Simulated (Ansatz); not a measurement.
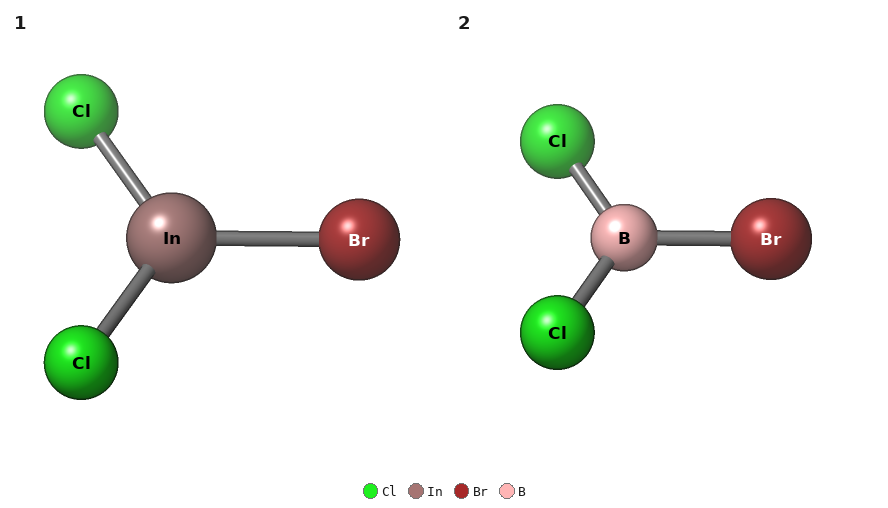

2 molecules with one skeleton, seen from the same side and at one scale. Each species is neutral and a spin singlet. Computed geometries: PBE0-D4/def2-TZVP optimisations, one conformation each. Properties computed with Ansatz 0.2.0. Elements past Kr carry core potentials.

One atom differs, called X below: In in panel 1, B in panel 2. Their formulas are InBrCl2 (`[Cl][In]([Cl])[Br]`), BBrCl2 (`ClB(Cl)Br`).

In which is the HOMO–LUMO gap larger (PBE-D4/def2-TZVPP)?

In panel 2 (X = B).

In which is the mean length of X–Cl larger (PBE0-D4/def2-TZVP)?

In panel 1 (X = In).

Give the values. With PBE0-D4/def2-TZVP: length of X–Br (Å), mean length of X–Cl (Å), angle Cl–X–Cl (°), harmonic zero-point energy (kJ/mol). With PBE-D4/def2-TZVPP: dipole moment (D), HOMO energy (Kohn–Sham orbital) (eV), HOMO–LUMO gap (eV).

```csv
quantity,1 (In),2 (B),2 − 1
length of X–Br (Å),2.430,1.901,−0.529
mean length of X–Cl (Å),2.296,1.735,−0.561
angle Cl–X–Cl (°),118.7,120.1,+1.4
dipole moment (D),0.45,0.03,−0.42
HOMO energy (Kohn–Sham orbital) (eV),−7.67,−7.31,+0.36
HOMO–LUMO gap (eV),3.90,4.59,+0.69
harmonic zero-point energy (kJ/mol),7.7,18.8,+11.1
```
